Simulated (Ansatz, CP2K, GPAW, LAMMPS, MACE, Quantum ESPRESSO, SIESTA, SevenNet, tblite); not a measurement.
# From one method to another: forces in amorphous Hg33S25Se8 (66 atoms)

66 atoms (33 Hg, 25 S, 8 Se) placed at random at 7.67 g/cm³, melted at 2500 K for 10 ps at fixed volume with the Stillinger-Weber II-VI potential (Zhou et al., Phys. Rev. B 88, 085309 (2013)). Quenched from 2500 K to 500 K at 30 K/ps and fixed volume, held 5 ps, then minimised at fixed cell.

Two calculations on one geometry. First: Kohn-Sham DFT, PBE, GTH-PBE pseudopotentials, Gaussian and plane waves, DZVP-MOLOPT-SR-GTH, diagonalisation; 600/50 Ry; levels smeared at 580 K (CP2K 2026.2; Γ point). Second: Kohn-Sham DFT, PBE, SSSP efficiency 1.3.0 pseudopotentials, plane waves; sssp-1.3.0-efficiency; 45/360 Ry; levels smeared at 580 K (Quantum ESPRESSO 7.5; sssp-pbe-1.3.0-efficiency, cutoffs 45/360 Ry, Γ point).

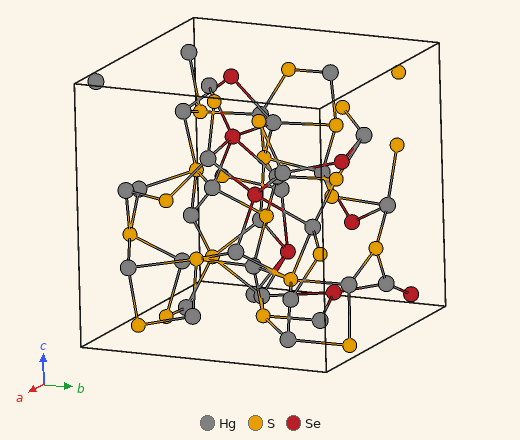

The structure (mercury grey, sulfur orange, selenium red). Bonds to atoms that aren't drawn are left out.

Cell vectors (Å):

```
12.034 0.000 0.000
0.000 12.034 0.000
0.000 0.000 12.034
```

Atom, position (Å) and force of the first calculation (eV/Å):

```
1 Hg 3.713 4.874 4.202 -0.186 0.023 0.033
2 Hg 4.376 5.173 0.911 -0.070 0.332 -0.258
3 Hg 7.049 10.796 2.632 -0.478 0.245 -0.422
4 Hg 1.947 10.265 4.927 0.203 -0.330 0.691
5 Hg 6.937 7.335 7.227 -0.553 0.300 0.142
6 Hg 9.515 1.156 6.638 0.325 0.046 0.109
7 Hg 8.774 9.932 5.615 0.046 0.500 0.413
8 Hg 9.457 5.207 8.464 0.198 -0.374 0.315
9 Hg 1.338 7.317 10.553 0.494 -0.038 -0.502
10 Hg 2.823 10.539 1.599 0.196 -0.301 0.093
11 Hg 10.791 9.520 8.551 0.683 0.088 -0.247
12 Hg 6.036 0.082 5.728 -0.423 0.245 0.481
13 Hg 7.557 4.415 11.243 0.560 -0.668 0.104
14 Hg 0.397 4.291 4.711 0.245 -0.452 -0.380
15 Hg 6.388 3.865 6.238 -0.356 -0.033 -0.315
16 Hg 1.369 3.301 0.053 0.034 -0.276 0.234
17 Hg 10.087 0.102 11.654 -0.150 0.275 0.334
18 Hg 10.508 6.983 4.632 0.570 -0.085 -0.063
19 Hg 1.339 0.385 10.824 -0.162 0.371 -0.704
20 Hg 0.585 3.455 8.088 -0.036 -0.474 0.489
21 Hg 3.818 5.665 8.737 -0.316 0.705 0.131
22 Hg 11.133 9.933 2.908 0.091 0.523 0.091
23 Hg 8.684 8.532 0.324 0.108 -0.062 -0.650
24 Hg 3.403 1.320 3.993 -0.546 0.009 0.128
25 Hg 10.754 4.900 1.558 -0.318 0.273 -0.474
26 Hg 7.566 6.373 3.193 -0.227 -0.239 0.087
27 Hg 4.175 1.431 8.943 0.194 -0.129 0.092
28 Hg 6.881 11.636 9.500 -0.441 -0.525 -0.004
29 Hg 10.743 1.782 3.475 0.774 -0.692 0.004
30 Hg 5.187 8.415 0.307 -0.294 0.023 -0.808
31 Hg 5.153 1.823 0.260 0.610 -0.451 -0.082
32 Hg 7.459 2.822 3.064 -0.117 0.103 -0.168
33 Hg 1.951 7.096 6.136 0.687 0.311 0.170
34 S 1.120 1.755 5.260 0.104 -0.065 -1.163
35 S 5.021 9.694 10.120 0.079 -0.303 0.315
36 S 7.669 11.058 0.040 0.451 -0.628 0.382
37 S 5.820 6.209 5.028 0.247 -0.150 0.191
38 S 0.971 10.326 7.443 0.109 -0.420 0.301
39 S 0.502 4.849 10.258 -0.399 0.399 -0.414
40 S 8.131 0.619 4.238 -0.273 0.451 0.350
41 S 2.538 4.545 6.714 0.231 0.818 -0.630
42 S 3.700 11.843 11.593 0.449 0.178 -0.042
43 S 2.881 8.298 8.635 -0.328 -0.562 -0.019
44 S 9.871 5.787 11.227 -0.106 0.215 -0.019
45 S 8.740 8.775 3.101 -0.113 0.019 0.017
46 S 6.830 6.425 0.742 -0.655 0.555 0.423
47 S 4.881 3.036 2.625 -0.205 0.242 0.418
48 S 4.261 8.679 5.762 -0.788 -0.183 -0.095
49 S 10.416 3.568 6.626 0.181 0.061 0.616
50 S 7.841 2.159 0.557 -0.958 0.739 -0.507
51 S 6.534 10.042 7.252 0.535 0.115 -0.748
52 S 11.144 11.438 5.117 -0.134 -0.192 -0.328
53 S 1.677 1.038 8.254 -0.719 -0.004 0.905
54 S 4.450 2.147 6.402 1.142 -0.629 -0.142
55 S 4.537 10.921 3.675 -0.220 0.133 -0.384
56 S 11.080 8.561 10.896 -0.179 0.234 0.739
57 S 10.933 2.302 0.948 0.530 -0.578 -0.038
58 S 9.456 4.514 3.815 -0.061 0.281 -0.649
59 Se 1.537 5.102 2.216 -0.455 -0.125 0.526
60 Se 2.551 7.817 0.867 0.673 -0.064 0.318
61 Se 9.641 7.570 7.093 0.028 -0.230 0.096
62 Se 9.526 11.817 8.966 -0.270 0.716 -0.042
63 Se 0.885 7.973 3.674 -0.474 -0.489 0.295
64 Se 3.815 3.658 10.656 -0.134 -0.128 0.362
65 Se 6.520 4.993 8.710 0.580 0.364 0.197
66 Se 0.063 10.381 0.406 -0.212 -0.013 -0.299
```

**Question.** What forces does the second calculation give?

Atom and force (eV/Å):

```
1 -0.152 0.000 0.078
2 -0.046 0.293 -0.305
3 -0.437 0.237 -0.421
4 0.195 -0.361 0.694
5 -0.531 0.280 0.096
6 0.351 0.031 0.107
7 0.058 0.466 0.384
8 0.204 -0.341 0.259
9 0.459 -0.027 -0.447
10 0.212 -0.296 0.046
11 0.657 0.099 -0.234
12 -0.385 0.215 0.482
13 0.511 -0.604 0.146
14 0.262 -0.455 -0.369
15 -0.421 0.021 -0.233
16 0.026 -0.162 0.209
17 -0.172 0.257 0.308
18 0.562 -0.053 -0.023
19 -0.093 0.295 -0.707
20 -0.006 -0.447 0.475
21 -0.270 0.624 0.102
22 0.096 0.498 0.081
23 0.107 -0.050 -0.583
24 -0.526 0.029 0.149
25 -0.323 0.220 -0.437
26 -0.275 -0.215 0.062
27 0.093 -0.057 0.063
28 -0.318 -0.600 0.009
29 0.732 -0.676 -0.027
30 -0.289 -0.023 -0.833
31 0.578 -0.447 -0.057
32 -0.113 0.051 -0.202
33 0.683 0.294 0.139
34 0.105 -0.047 -1.186
35 0.081 -0.295 0.322
36 0.462 -0.631 0.387
37 0.267 -0.177 0.188
38 0.098 -0.433 0.281
39 -0.351 0.391 -0.415
40 -0.291 0.441 0.371
41 0.186 0.866 -0.629
42 0.420 0.230 -0.014
43 -0.345 -0.594 -0.011
44 -0.097 0.180 -0.030
45 -0.089 0.025 0.012
46 -0.669 0.564 0.431
47 -0.208 0.242 0.407
48 -0.770 -0.185 -0.089
49 0.210 0.038 0.653
50 -0.973 0.760 -0.503
51 0.535 0.132 -0.772
52 -0.157 -0.186 -0.349
53 -0.698 0.020 0.923
54 1.177 -0.644 -0.132
55 -0.247 0.173 -0.365
56 -0.141 0.291 0.785
57 0.525 -0.583 0.013
58 -0.057 0.299 -0.700
59 -0.451 -0.147 0.542
60 0.687 -0.042 0.275
61 0.006 -0.202 0.069
62 -0.308 0.672 -0.043
63 -0.489 -0.446 0.358
64 -0.136 -0.127 0.368
65 0.580 0.365 0.186
66 -0.289 -0.045 -0.350
```

The two sets differ by 33.6 meV/Å r.m.s., 8.5 % of the r.m.s. force of the Quantum ESPRESSO run. The network of bonds at the start is that of the classical potential that made the cell, and needn't be the one that DFT or experiment would give. The electronic-structure runs sample only Γ, in a cell whose shortest periodic width is 12 Å, which is coarse for a cell with partly filled levels.

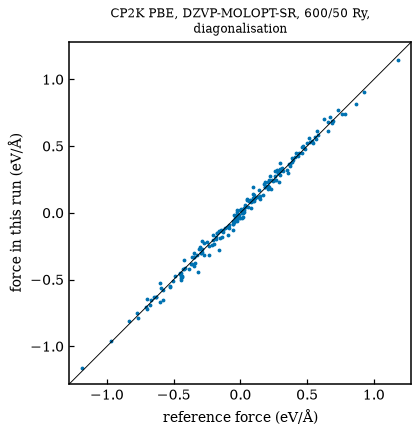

Force components against those of the reference; the line marks equality.

[Logs are printed without paths, hosts, clocks, repeated set-up lines and the standing remarks that a program may print on its own settings, such as how far it seeks lower states.]

[Hosts, paths, dates, database ids (printed as entryN), source tags and the programs' standing remarks are cut or masked in the printed files.]
